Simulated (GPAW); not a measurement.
# A GW chain in GPAW: GaBi (honeycomb monolayer)

How does a plane-wave GW calculation on GaBi (honeycomb monolayer) run from the first input to the gap?

Calculated with GPAW 26.7.0; LDA and many-body steps on it, plane waves.

### Step 1. Starting point

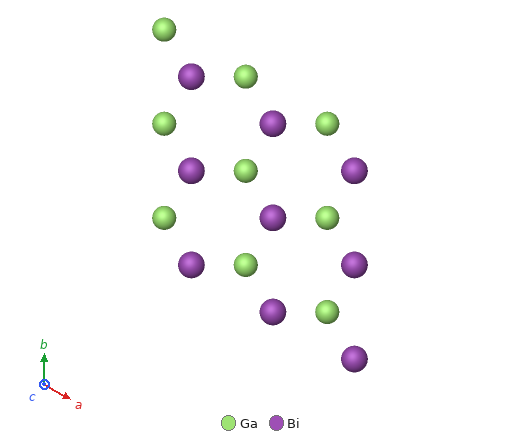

Start, viewed from above; gallium green, bismuth purple. 3×3×1 cells are drawn.

The cell holds 2 atoms: 1 Ga and 1 Bi. Its edges and angles: a = 4.369 Å, b = 4.369 Å, c = 11.400 Å, α = 90.0°, β = 90.0°, γ = 120.0°. Vacuum lies along c.

The start is a generated structure, not a measured one. Spin-orbit coupling is left out unless a step names it.

### Step 2. Relaxation

This step: GPAW 26.7.0; DFT, LDA, plane waves, PAW.

Gaps follow bond lengths, so the structure is brought to rest first.

Input file run.py:

```python
import json
import numpy as np
from gpaw.mpi import world
from ase import Atoms
from ase.constraints import FixSymmetry
from ase.filters import FrechetCellFilter
from ase.optimize import BFGS
from gpaw import GPAW, PW, FermiDirac

atoms = Atoms(['Ga', 'Bi'],
    cell=[[4.3693527562, 0.0000000000, 0.0000000000],
      [-2.1846763781, 3.7839704850, 0.0000000000],
      [0.0000000000, 0.0000000000, 11.4000000000]],
    scaled_positions=[[0.3333333333, 0.6666666667, 0.4824561404],
      [0.6666666667, 0.3333333333, 0.5175438596]],
    pbc=(True, True, False))
atoms.set_constraint(FixSymmetry(atoms))
atoms.calc = GPAW(mode=PW(550),
    xc='LDA',
    kpts={'size': (6, 6, 1), 'gamma': True},
    occupations=FermiDirac(0.02),
    convergence={'density': 1e-5},
    txt='relax.txt')
steps = []
opt = BFGS(FrechetCellFilter(atoms, mask=[1, 1, 0, 0, 0, 1]), logfile='bfgs.log')
opt.attach(lambda: steps.append([atoms.get_potential_energy(), atoms.cell[:], atoms.positions.copy(), atoms.get_forces()]))
converged = opt.run(fmax=0.03, steps=50)
res = {'converged': bool(converged), 'steps': steps, 'cell': atoms.cell[:], 'frac': atoms.get_scaled_positions()}

if world.rank == 0:
    with open('result.json', 'w') as f:
        json.dump(res, f, default=lambda x: x.tolist())
```

On the command line:

```
> mpirun -n 4 gpaw python run.py
```

Numbers of over 12 decimals in the logs are rounded to 6 here.

Log:

```text
Step     Time          Energy          fmax
BFGS:    0        -7.868385        0.906840
BFGS:    1        -7.896799        0.634776
BFGS:    2        -7.945010        0.363212
[...]
BFGS:    9        -8.002471        0.043768
BFGS:   10        -8.002552        0.022838
```

Elapsed: 42 s, on 4 MPI ranks of Arm Neoverse V1, shared host; peak memory 1 GiB; 2.8 min of CPU time.

Step by step:

```
step  energy less that of the first step (eV)  largest force (eV/Å)
   1                                   0.0000                0.5514
   2                                  -0.0284                0.5138
   3                                  -0.0766                0.3632
   4                                  -0.0826                0.3145
   5                                  -0.0963                0.1649
   6                                  -0.1071                0.0365
   7                                  -0.1213                0.0925
   8                                   0.0545                0.5714
   9                                  -0.1345                0.0545
  10                                  -0.1348                0.0098
  11                                  -0.1349                0.0099
```

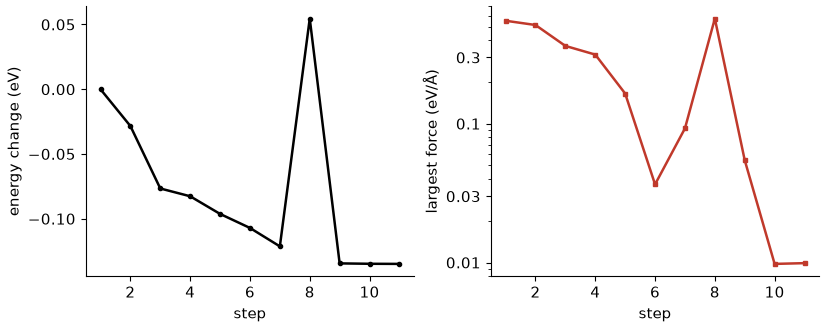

Energy and largest force along the relaxation.

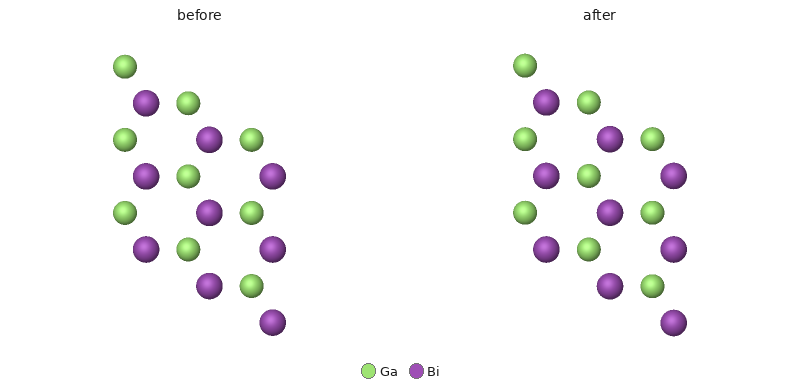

The structure before and after the relaxation, drawn at the same scale.

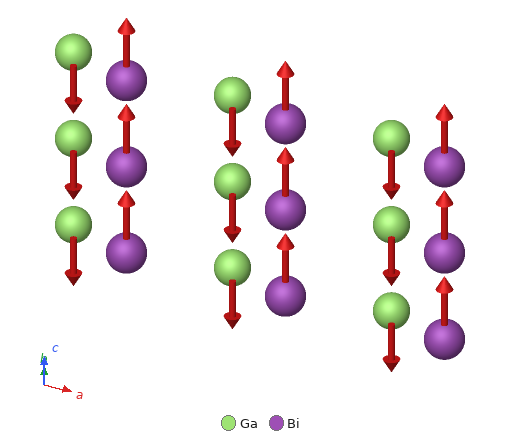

Displacements in the relaxation, exaggerated; the longest in the cell stands for 0.18 Å. 3×3×1 cells are drawn.

The atoms that moved most (Å):

```
atom     dx     dy      dz  length
 Ga1  0.000  0.000  -0.178   0.178
 Bi2  0.000  0.000   0.178   0.178
```

Final coordinates:

```xyz
2
Lattice="4.3943 0.0000 0.0000 -2.1972 3.8056 0.0000 0.0000 0.0000 11.4000" Properties=species:S:1:pos:R:3
Ga    0.0000    2.5371    5.3221
Bi    2.1972    1.2685    6.0778
```

### Step 3. Ground state

The ground-state density comes first.

Input file run.py:

```python
import json
import numpy as np
from gpaw.mpi import world
from ase import Atoms
from gpaw import GPAW, PW, FermiDirac

atoms = Atoms(['Ga', 'Bi'],
    cell=[[4.3943299883, 0.0000000000, 0.0000000000],
      [-2.1971649942, 3.8056014025, 0.0000000000],
      [0.0000000000, 0.0000000000, 11.4000000000]],
    scaled_positions=[[0.3333333333, 0.6666666667, 0.4668538427],
      [0.6666666667, 0.3333333333, 0.5331426218]],
    pbc=(True, True, False))
calc = GPAW(mode=PW(450),
    xc='LDA',
    kpts={'size': (9, 9, 1), 'gamma': True},
    occupations=FermiDirac(0.001),
    nbands=-7,
    convergence={'density': 1e-6, 'bands': -3},
    maxiter=100,
    txt='gs.txt')
atoms.calc = calc
res = {'energy': atoms.get_potential_energy()}
kpts = calc.get_ibz_k_points()
res['kpts'] = kpts
res['eigenvalues'] = [calc.get_eigenvalues(kpt=k) for k in range(len(kpts))]
res['n_electrons'] = calc.get_number_of_electrons()
calc.write('gs.gpw')

if world.rank == 0:
    with open('result.json', 'w') as f:
        json.dump(res, f, default=lambda x: x.tolist())
```

On the command line:

```
> mpirun -n 4 gpaw python run.py
```

Log:

```text
__  _  _
 | _ |_)|_||  |
 |__||  | ||/\| - 26.7.0

Input parameters:
  mode=PW(ecut=450.000000),
  convergence={'density': 1e-06, 'bands': -3},
  kpts=MonkhorstPack(size=(9, 9, 1), gamma=True),
  maxiter=100,
  nbands=-7,
  occupations=Occupations(name='fermi-dirac', width=0.001, fixmagmom=False),
  xc=XC(name='LDA')
  [... matrices ...]
Diagonalizing LCAO Hamiltonian
Converting LCAO to pw mode

            Bi
        Ga

Atoms  # Å, Bohr magnetons
|   | symbol |         x |        y |        z |    initial magnetic moments |
| 0 |     Ga | -0.000000 | 2.537068 | 5.322134 | ( 0.0000,  0.0000,  0.0000) |
| 1 |     Bi |  2.197165 | 1.268534 | 6.077826 | ( 0.0000,  0.0000,  0.0000) |

Unit cell  # Å
| periodic |         x |        y |         z |   lengths |     angles |
|      yes |  4.394330 | 0.000000 |  0.000000 |  4.394330 |  90.000000 |
|      yes | -2.197165 | 3.805601 |  0.000000 |  4.394330 |  90.000000 |
|       no |  0.000000 | 0.000000 | 11.400000 | 11.400000 | 120.000000 |

Number of symmetries: 6
Symmetry operations  # r_c * U_cc + t_c -> r_c
|   | kind |            matrix            |
| 0 |  σ   |  1, 1, 0,  0,-1, 0,  0, 0, 1 |
| 1 |  E   |  1, 0, 0,  0, 1, 0,  0, 0, 1 |
| 2 |  C3  |  0, 1, 0, -1,-1, 0,  0, 0, 1 |
| 3 |  σ   |  0,-1, 0, -1, 0, 0,  0, 0, 1 |
| 4 |  σ   | -1, 0, 0,  1, 1, 0,  0, 0, 1 |
| 5 |  C3  | -1,-1, 0,  1, 0, 0,  0, 0, 1 |

BZ-sampling:
  Number of BZ points: 81
  Number of IBZ points: 12

  Monkhorst-Pack size: [9, 9, 1]
  Monkhorst-Pack shift: [0, 0, 0]

K-points  # in reciprocal-cell coordinates
|     |                                coordinates |     weight |
|   0 | (  0.00000000,   0.00000000,   0.00000000) | 0.01234568 |
|   1 | (  0.11111111,   0.00000000,   0.00000000) | 0.07407407 |
|   2 | (  0.22222222,  -0.11111111,   0.00000000) | 0.07407407 |
|   3 | (  0.22222222,   0.00000000,   0.00000000) | 0.07407407 |
|   4 | (  0.33333333,  -0.11111111,   0.00000000) | 0.14814815 |
|   5 | (  0.33333333,   0.00000000,   0.00000000) | 0.07407407 |
|   6 | (  0.33333333,   0.33333333,   0.00000000) | 0.02469136 |
|   7 | (  0.44444444,  -0.22222222,   0.00000000) | 0.07407407 |
|   8 | (  0.44444444,  -0.11111111,   0.00000000) | 0.14814815 |
|   9 | (  0.44444444,   0.00000000,   0.00000000) | 0.07407407 |
| ... |                                            |            |
|  11 | (  0.44444444,   0.44444444,   0.00000000) | 0.07407407 |

Plane wave coefficients: 4161
Cutoff: 450.000000 eV

Spin-components: 1 (collinear spins)
Bands:           16
Projectors:      11
Spin-degeneracy: 2
Datatype:        complex128

  Storage: CPU
  Wave functions: 12_782_592 bytes (3_195_648 per core)
  Projectors: 17_576_064 bytes (4_394_016 per core)
  [... matrices ...]
Parallelization:
  kpt:    4
  domain: 1
  band:   1

Density:
  Valence electrons: 18.0
  Components: 1
  Grid points: [24 24 56]
  Charge: 0.0  # |e|

Potential:
  Grid points: [24 24 56]

species:
  Ga:
    name:    Gallium
    Z:       31.0
    valence: 3
    core:    28
    charge:  0.0  # [|e|]
    compensation charges:
      type: gauss
      rc: 0.37  # [Å]
      lmax: 2
    cutoffs:
      filter: 2.06  # [Å]
      core: 4.17  # [Å]
    projectors
    | kind |    occ | energy [eV] | rcut [Å] |
    |   4s |  2.000 |      -9.167 |    1.164 |
    |   4p |  1.000 |      -2.734 |    1.164 |
    |    s |        |      18.045 |    1.164 |
    |    p |        |      24.478 |    1.164 |
    |    d |        |       0.000 |    1.164 |

    Using partial waves for Ga as LCAO basis

  Bi:
    name:    Bismuth
    Z:       83.0
    valence: 15
    core:    68
    charge:  0.0  # [|e|]
    compensation charges:
      type: gauss
      rc: 0.38  # [Å]
      lmax: 2
    cutoffs:
      filter: 2.23  # [Å]
      core: 2.33  # [Å]
    projectors
    | kind |    occ | energy [eV] | rcut [Å] |
    |   6s |  2.000 |     -14.665 |    1.286 |
    |   6p |  3.000 |      -4.777 |    1.275 |
    |   5d | 10.000 |     -27.225 |    1.349 |
    |    s |        |      12.546 |    1.286 |
    |    p |        |      22.434 |    1.275 |
    |    d |        |      -0.013 |    1.349 |

    Using partial waves for Bi as LCAO basis

Reference energy: -637346.403778  # eV

eigensolver:
  PPCG
  Converge bands: -3
  niter=2

density mixing:
  MSR1-Mixer
  Pratt-step length: 0.05
  Maximum mixing coefficient: 0.75
  Old densities: 10
  SVD Regularization: 0.005
  Good broyden scale: 1.0
  Trust region scale: 1.0
  Backstep threshold: 4.0
  History deletion threshold: 6.0
  Fourier metric: weight=20.0, sigma=0.015

occupation numbers:
  Fermi-Dirac:
    width: 0.0010  # eV

poisson solver:
  ecut: 3600.000000  # eV

xc functional:
  name: None

Initialization done in: 0.830 s

convergence criteria:
- Maximum integral of absolute [dens]ity change: 1e-06 electrons / valence electron
- Maximum [total energy] change in last 3 cyles: 0.0005 eV / valence electron
- Maximum integral of absolute [eigenst]ate change: 4e-08 eV^2 / valence electron
maximum number of iterations: 100

SCF iterations
|iter     |     time |      energy | eigst |  dens |
|iter:   1|  |   -8.094209 | +0.52 |       |
|iter:   2|  |   -8.095253 | -0.60 | -1.29 |
|iter:   3|  |   -8.013933 | -1.52 | -1.32 |
|iter:   4|  |   -8.016453 | -2.62 | -1.88 |
|iter:   5|  |   -8.016272c| -3.25 | -2.20 |
|iter:   6|  |   -8.016761c| -3.66 | -2.45 |
|iter:   7|  |   -8.016829c| -4.52 | -3.29 |
|iter:   8|  |   -8.016837c| -5.51 | -4.00 |
|iter:   9|  |   -8.016839c| -6.10 | -4.33 |
|iter:  10|  |   -8.016839c| -6.92 | -4.68 |
|iter:  11|  |   -8.016839c| -7.64c| -5.38 |
|iter:  12|  |   -8.016839c| -8.25c| -5.73 |
|iter:  13|  |   -8.016839c| -8.64c| -6.29c|

Converged in 13 steps
SCF loop duration: 4.222 s (0.325 s/step)
Energy contributions relative to reference atoms: (reference = -637346.403778)
  [... matrices ...]
Energy contributions:
  Kinetic:          25.599755
  Coulomb:         -22.957260
  Zero:             -1.369636
  External:          0.000000
  Xc:               -9.289699
  Entropy:          -0.000000
  Spinorbit:         0.000000
  ----------------------------
  Free energy:      -8.016839
  Extrapolated:     -8.016839

dipole moment: (0.882304, -0.509435, -0.031569)  # |e|*Ang

Fermi level: -1.825
Eigenvalues  # (at kpt = [0.000, 0.000, 0.000])
| band index |      eig [eV] | occ [0-2] |
|          0 |       -24.075 |     2.000 |
|          1 |       -24.075 |     2.000 |
|          2 |       -24.032 |     2.000 |
|          3 |       -24.014 |     2.000 |
|          4 |       -24.014 |     2.000 |
|          5 |       -13.195 |     2.000 |
|          6 |        -5.074 |     2.000 |
|          7 |        -1.861 |     2.000 |
|          8 |        -1.861 |     2.000 |
|          9 |        -1.659 |     0.000 |
|         10 |         0.739 |     0.000 |
|         11 |         2.321 |     0.000 |
|         12 |         2.321 |     0.000 |
|         13 |         3.041 |     0.000 |
|         14 |         3.424 |     0.000 |
|         15 |         4.616 |     0.000 |

Gap: 0.202 eV
Transition (v -> c):
  (s=0, k=0, n=8, [0.00, 0.00, 0.00]) -> (s=0, k=0, n=9, [0.00, 0.00, 0.00])
No difference between direct/indirect transitions
vacuum-level: 2.887  # V
# Writing to gs.gpw (mode='')
  [... matrices ...]
```

Run time: 6.9 s. Hardware: 4 MPI ranks; peak memory 0.72 GiB; 27 s of CPU time.

This step gave:

- total energy: -8.017 eV
- gap: 0.2021 eV
- k of the valence top: 0, 0, 0
- k of the conduction bottom: 0, 0, 0
- least direct gap: 0.2021 eV

The gap is direct, at Γ.

### Step 4. Empty states on the mesh, 6×6×1 mesh, 319 bands

The sums over transitions need many empty states on a uniform mesh; this step solves for them.

Input file run.py:

```python
import json
import numpy as np
from gpaw.mpi import world
from gpaw import GPAW

calc = GPAW('gs.gpw').fixed_density(kpts={'size': (6, 6, 1), 'gamma': True},
    parallel={'domain': 1, 'band': 1},
    txt='nscf.txt')
calc.diagonalize_full_hamiltonian(nbands=319)
calc.write('full.gpw', mode='all')
res = {}
kpts = calc.get_ibz_k_points()
res['kpts'] = kpts
res['eigenvalues'] = [calc.get_eigenvalues(kpt=k) for k in range(len(kpts))]
res['n_electrons'] = calc.get_number_of_electrons()

if world.rank == 0:
    with open('result.json', 'w') as f:
        json.dump(res, f, default=lambda x: x.tolist())
```

On the command line:

```
> mpirun -n 4 gpaw python run.py
```

Log:

```text
Diagonalizing LCAO Hamiltonian
Converting LCAO to pw mode
convergence criteria:
- Maximum integral of absolute [eigenst]ate change: 4e-08 eV^2 / valence electron
maximum number of iterations: 100

SCF iterations
|iter     |     time |      energy | eigst |  dens |
|iter:   1|  |             | +0.52 |       |
|iter:   2|  |             | -0.35 |       |
|iter:   3|  |             | -1.64 |       |
[...]
|iter:   7|  |             | -6.03 |       |
|iter:   8|  |             | -7.11 |       |
|iter:   9|  |             | -8.04c|       |
SCF steps: 9
  __  _  _
 | _ |_)|_||  |
 |__||  | ||/\| - 26.7.0

Input parameters:
  mode=PW(ecut=450.000000),
  convergence={'density': 1e-06, 'bands': -3},
  gpts=array([24, 24, 56]),
  kpts=MonkhorstPack(size=(6, 6, 1), gamma=True),
  maxiter=100,
  nbands=16,
  occupations=Occupations(name='fermi-dirac', width=0.001, fixmagmom=False),
  parallel={'domain': 1, 'band': 1},
  xc=XC(name='LDA')
Matrix size: 4161x4161
# Writing to full.gpw (mode='all')
  [... matrices ...]

timing:  # [seconds]
  Total: 158.381  # ━━━━━━━━━━━━━━━━━━━━━━━━━━━━━━━━━━━━━━━━━━━━━━━━━━━━━━━━━
```

Run time: 2.7 min. Hardware: 4 MPI ranks; peak memory 5.5 GiB; 11 min of CPU time.

Numbers from this step:

| Quantity | Value |
| --- | --- |
| gap | 0.2021 eV |
| k of the valence top | 0, 0, 0 |
| k of the conduction bottom | 0, 0, 0 |
| least direct gap | 0.2021 eV |
| k points computed | 7 |
| lowest point of the top converged band, above the valence top | 79.0970 eV |

On this mesh the gap is 0.202 eV.

(Part 1 of 2 ends here.)

[Paths, hosts, dates, memory and timing lines, banners, echoed tables and standing remarks are left out of the program output.]

[Logs are printed without paths, hosts, clocks, repeated set-up lines and the standing remarks that a program may print on its own settings, such as how far it seeks lower states.]

[Runs of the session that timed out or met a known fault of the program may be left out.]

[Hosts, paths, dates, database ids (printed as entryN), source tags and the programs' standing remarks are cut or masked in the printed files.]
